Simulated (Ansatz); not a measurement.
The starting structures come from a database of crystals and need not be the phases stable at ambient conditions.

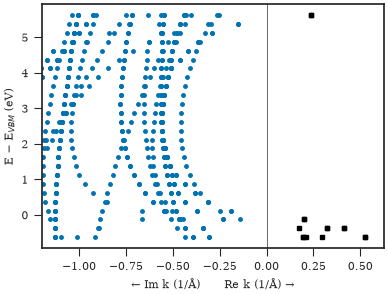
Figure. Complex bands at the centre of the two-dimensional zone; r2SCAN (Ansatz, a quantum-chemistry and plane-wave program)

The gap is the functional's own, uncorrected, and κ follows it; spin-orbit coupling is left out. Mid-gap values are interpolated between the computed energies.

This is Cs₂LiYCl₆ (Fm-3m, not sure to be the ambient phase, 10 atoms a cell, 30.0 Å³ an atom) along the normal of (001). Read off the slowest decay at the centre of the two-dimensional zone at 2.62 eV, the computed energy nearest the middle of the gap.

κ ≈ 0.46 1/Å, a decay length 1/(2κ) of the density of 1.1 Å.
